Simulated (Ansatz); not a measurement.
## Electronic structure of AlH5NSi2 (charge +1) in real space

```xyz
9

Si   -0.6450    1.4983   -1.6468
Al   -0.0048   -0.0204    0.1833
N     0.7495   -1.5514    0.8541
Si    0.2792   -0.9446    2.3796
H    -1.5397    0.7064   -2.5213
H    -1.3252    2.6465   -1.0095
H     0.6238    1.8719   -2.3123
H     1.2295   -2.3923    0.5333
H     0.6327   -1.8144    3.5397
```

The calculation used RKS B3LYP-D4/6-31G* (Ansatz 0.2.0).

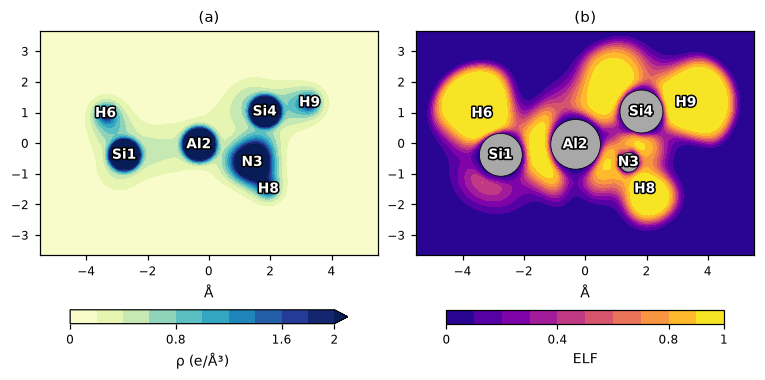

Figure 1. (a) electron density; (b) ELF on the plane of atoms N3, Al2 and Si4. Grey discs cover the atomic cores in the ELF map.

> Describe what can be read from this map.

The section cuts through Si, Al, N and H sites.
Si–N (1.71 Å): the density is about 1.1 e/Å³ at the midpoint; the ELF peaks at about 0.90 between the atoms, as expected for a polar covalent bond.
Al–N (1.83 Å): ρ at the midpoint is about 0.73 e/Å³; the ELF peaks at about 0.90 in the valence shell of N, 0.6 Å from its nucleus, and is about 0.55 at the midpoint.
Al–Si (2.40 Å): the density is about 0.36 e/Å³ at the midpoint; the ELF is about 0.40 at the midpoint.
N–H (1.02 Å): the density is about 2.8 e/Å³ at the midpoint; the ELF climbs to about 1 towards the hydrogen, as it does in any bond to H: a covalent bond by its length.
Al–Si (2.46 Å): the density is about 0.47 e/Å³ at the midpoint; the ELF peaks at about 1 between the atoms (a covalent bond).

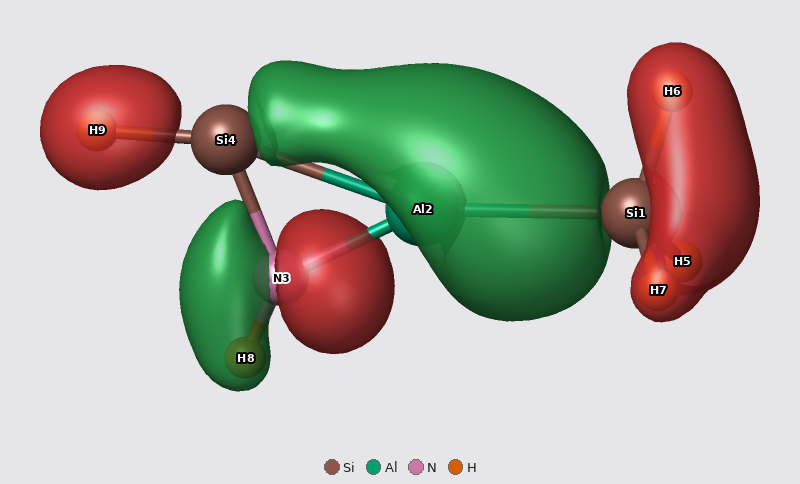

Figure 2. The HOMO−1 at ±0.1 Å⁻³ᐟ² (green and red are the two phases), seen across its widest extent.

> Where does this orbital lie, and at what energy?

By Hirshfeld shares it lies mainly on Al2 (about 35 %), Si1 (about 25 %), N3 (about 20 %) and Si4 (about 10 %). Its energy is −13.06 eV.
